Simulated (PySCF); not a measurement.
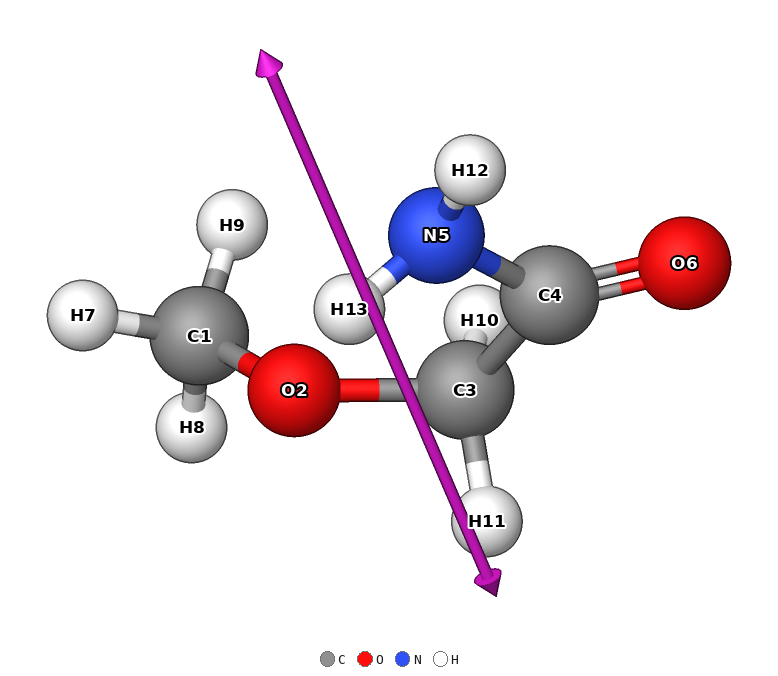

The double arrow shows the direction of the transition dipole to excited singlet state 2 (its length means nothing). Geometry: a frame of a GFN2-xTB molecular-dynamics simulation, not a minimum. Properties computed with TDDFT PBE0/def2-SVPD, vertical, gas phase, core orbitals frozen in the response (PySCF 2.14.0).

Question. Give its energy, strength and character.

Answer. 6.36 eV (195 nm), oscillator strength 0.018, mainly HOMO → LUMO+1 (weight 0.94); transition dipole 0.86 D.
